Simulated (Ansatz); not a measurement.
## A substitution series on Ti: CH3 to F

Gas-phase molecules. On one Ti centre, n of the CH3 ligands are replaced by F. The HOMO–LUMO gap y in eV at wB97M-V/def2-TZVPP. Shapes: PBE0-D4/def2-TZVP. Programs: Ansatz 0.2.0.

```
  molecule  n  y (eV)
  Ti(CH3)4  0   10.89
 Ti(CH3)3F  1       ?
Ti(CH3)2F2  2   10.92
 Ti(CH3)F3  3   11.14
      TiF4  4   14.32
```

**Question.** Fit y = c + s·n to the known rows and predict Ti(CH3)3F.

**Answer.** 
1. Means of the 4 rows: n = 2.25000, y = 11.818.
2. Σ(Δn)² = 8.75, Σ(Δn·Δy) = 6.1825, so the slope is 6.1825/8.75 = 0.70657.
3. Intercept: 11.818 − (0.70657) × 2.25000 = 10.228. The largest residual of the fit is 1.27.
4. Ti(CH3)3F: 10.228 + (0.70657) × 1 = 10.93 eV.

The run gave 10.92 eV, so the prediction is off by +0.01 eV, within the largest residual. The steps per swap are uneven (+0.03, 0.00, +0.22, +3.18), so a line is a poor model. Other levels give for Ti(CH3)3F: r2SCAN-D4/def2-TZVPP 4.08; PBE0-D4/def2-TZVPP 6.23; wB97X-V/def2-TZVPP 11.07 eV. Orbital gaps aren't excitation energies, and the LUMO depends on the basis.

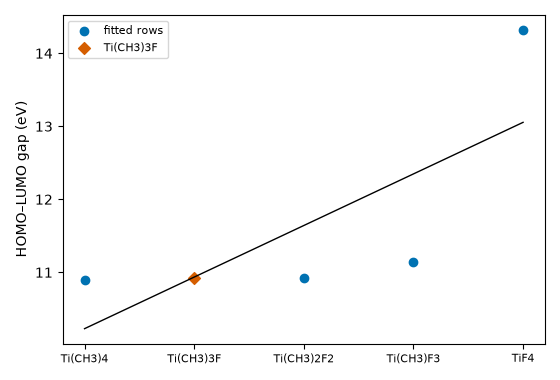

The fitted line, with the withheld member.
